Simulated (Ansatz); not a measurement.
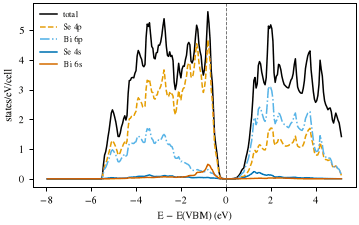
Figure: Total and projected density of states of Bi₂Se₃ in space group R-3m (No. 166; Bi on 6c, Se on 3a, Se on 6c), PBE+D3(BJ) (plane waves, PAW; program Ansatz)

Task: Which orbitals carry the states next to the gap?

Result: Top 1 eV of the valence band: Se 4p 82 %, Bi 6s 9 %, Bi 6p 6 %. Bottom 1 eV of the conduction band: Bi 6p 62 %, Se 4p 24 %, Se 4s 9 %. Projections are on Löwdin-orthogonalised atomic valence shells; empty p or d shells of many metals are not among them.

Task: Where is the tallest occupied peak in this window, and what makes it?

Result: Near -0.8 eV, about 5.6 states/eV per cell; the largest projected share is Se 4p.

Symmetry was held in the PBE+D3(BJ) relaxation. Spin–orbit coupling is left out wherever it is not named.

Potentials: the later of the program's two PAW sets.
